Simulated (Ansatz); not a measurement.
# SiNH4O2 (SMILES N[Si](O)O) at UB3LYP/cc-pVDZ

What is the electronic atomisation energy of SiNH4O2 at UB3LYP/cc-pVDZ? 

The results are computed with Ansatz 0.2.0.

68 further runs of the same task are left out: 68 set aside as unsound or not needed.

## (1) The system as given

SiNH4O2 has 8 atoms, charge 0, and is taken as a doublet. As SMILES, `N[Si](O)O`. The shape is that of a PBE0-D4/def2-TZVP optimisation. This is one conformer, not always the lowest.

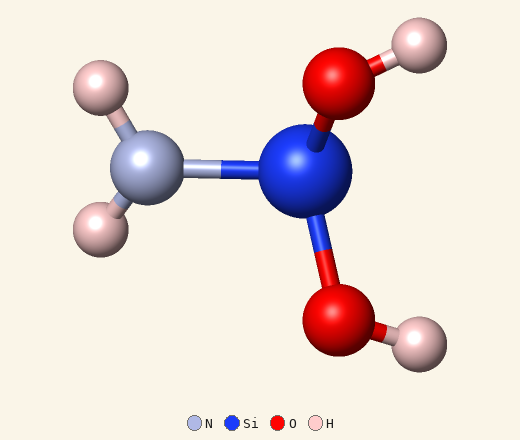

Viewed from a chosen angle; nitrogen light blue, silicon blue, oxygen red, hydrogen pink.

## (2) A single-point energy at UB3LYP/cc-pVDZ

run.yaml reads:

```yaml
basis:
  gaussian: {orbitals: cc-pVDZ}
crystal:
  periodic: [false, false, false]
  atoms:
    - symbol: "N"
      position_ang: [-0.498000, 1.267000, 0.129300]
    - symbol: Si
      position_ang: [0.096000, -0.243600, -0.376000]
    - symbol: O
      position_ang: [1.641600, -0.288300, 0.202600]
    - symbol: O
      position_ang: [-0.956500, -1.334700, 0.277900]
    - symbol: H
      position_ang: [0.071200, 2.094000, 0.065100]
    - symbol: H
      position_ang: [-1.483600, 1.467400, 0.110500]
    - symbol: H
      position_ang: [2.250900, -0.848000, -0.280900]
    - symbol: H
      position_ang: [-1.029400, -2.171000, -0.184200]
magnetization: {spin_polarized: true, initial_magnetization: 1}
hamiltonian: {xc: {name: B3LYP}}
accuracy: high
output: {orbitals: {seedname: orbitals}}
```

Command:

```sh
$ ansatz run run.yaml --threads 1 --pin off --max-ram 3480MiB --events-out events.jsonl --progress --plain --runs-dir runs
```

What it wrote:

```text
Warning: RAYON_NUM_THREADS=1 ignored (pool sized by the plan → 1); use --threads N
Functional definition: B3LYP
  name "B3LYP"
  parameter a0 = 0.2
  parameter ax = 0.72
  parameter ac = 0.81
  exchange = (1 - a0 - ax)*slater_x + ax*b88_x + a0*exact_x
  correlation = (1 - ac)*vwn_rpa_c + ac*lyp_c
1811 factors; integrals over basis functions are off by at most 3.9e-9 eV
mean field evaluation 1: about -13515.6037 eV, gradient 6.0e1 eV
mean field evaluation 2: about -13492.9367 eV, gradient 9.4e1 eV
mean field evaluation 4: about -13528.6503 eV, gradient 2.3e0 eV
mean field evaluation 8: about -13528.8429 eV, gradient 2.3e-1 eV
mean field evaluation 16: about -13528.8431 eV, gradient 5.9e-5 eV
mean field -13528.84314997 eV, -497.1758155820 hartree, gradient 3.7e-8 eV, S^2 0.751862; 0 other end points of the search recorded, 0 dependent functions left out
reference -13528.84318680 eV, -497.1758169358 hartree; 21, 20 occupied and 59, 60 virtual orbitals, 1811 factors
Total energy: -13528.84318680 eV, -497.1758169358 hartree
```

Wall time 12 s (1 thread of Arm Neoverse V1, shared host); peak memory 0.36 GiB.

## (3) The H atom at the same level

in.yaml reads:

```yaml
crystal:
  periodic: [false, false, false]
  atoms:
    - {symbol: H, position_ang: [0.000000, 0.000000, 0.000000]}
basis:
  gaussian:
    orbitals: cc-pVDZ
magnetization:
  spin_polarized: true
  initial_magnetization: 1
hamiltonian:
  xc: {name: B3LYP}
accuracy: high
```

Command:

```sh
$ ansatz run in.yaml --threads 1 --pin off --max-ram 3480MiB --events-out events.jsonl --progress --plain --runs-dir runs
```

What it wrote, shortened:

```text
Warning: RAYON_NUM_THREADS=1 ignored (pool sized by the plan → 1); use --threads N
[... 7 set-up lines as earlier in the session ...]
15 factors; integrals over basis functions are off by at most 4.6e-8 eV
mean field evaluation 1: about -13.6397 eV, gradient 1.5e-1 eV
mean field evaluation 2: about -13.6396 eV, gradient 1.5e-1 eV
mean field evaluation 4: about -13.6399 eV, gradient 3.7e-3 eV
mean field evaluation 8: about -13.6399 eV, gradient 7.1e-10 eV
mean field -13.63990421 eV, -0.5012572344 hartree, gradient 7.1e-10 eV, S^2 0.750000; 0 other end points of the search recorded, 0 dependent functions left out
reference -13.63992333 eV, -0.5012579369 hartree; 1, 0 occupied and 4, 5 virtual orbitals, 15 factors
Total energy: -13.63992333 eV, -0.5012579369 hartree
```

Wall time 0.12 s (1 thread of Arm Neoverse V1, shared host).

## (4) The N atom at the same level

job.yaml reads:

```yaml
crystal:
  periodic: [false, false, false]
  atoms:
    - {symbol: "N", position_ang: [0.000000, 0.000000, 0.000000]}
basis:
  gaussian:
    orbitals: cc-pVDZ
hamiltonian:
  xc: {name: B3LYP}
magnetization:
  spin_polarized: true
  initial_magnetization: 3
accuracy: high
```

Run the same way, it converges to -54.58914 Eh (log not shown).

## (5) The O atom, same level

job.yaml reads:

```yaml
crystal:
  periodic: [false, false, false]
  atoms:
    - {symbol: O, position_ang: [0.000000, 0.000000, 0.000000]}
basis:
  gaussian:
    orbitals: cc-pVDZ
magnetization:
  spin_polarized: true
  initial_magnetization: 2
hamiltonian:
  xc: {name: B3LYP}
accuracy: high
```

Run the same way, it converges to -75.06850 Eh (log not shown).

## (6) The Si atom

molecule.yaml reads:

```yaml
crystal:
  periodic: [false, false, false]
  atoms:
    - symbol: Si
      position_ang: [0.000000, 0.000000, 0.000000]
basis:
  gaussian:
    orbitals: cc-pVDZ
magnetization:
  spin_polarized: true
  initial_magnetization: 2
hamiltonian:
  xc: {name: B3LYP}
accuracy: high
```

Run the same way, it converges to -289.38865 Eh (log not shown).

## (7) Outcome

Level: UB3LYP/cc-pVDZ.

| quantity | value |
| --- | --- |
| molecule: total energy | -497.17582 Eh |
| molecule: HOMO energy (highest over α and β) | -4.66 eV |
| molecule: LUMO energy (lowest over α and β) | -1.63 eV |
| molecule: ⟨S²⟩ | 0.752 |
| H atom: total energy | -0.50126 Eh |
| H atom: ⟨S²⟩ | 0.750 |
| N atom: total energy | -54.58914 Eh |
| N atom: ⟨S²⟩ | 3.752 |
| O atom: total energy | -75.06850 Eh |
| O atom: ⟨S²⟩ | 2.002 |
| Si atom: total energy | -289.38865 Eh |
| Si atom: ⟨S²⟩ | 2.003 |
| electronic atomisation energy | 28.735 eV |

In words: Taking the molecule apart into free atoms costs 28.74 eV (2773 kJ/mol), before zero-point energy and without spin-orbit coupling.
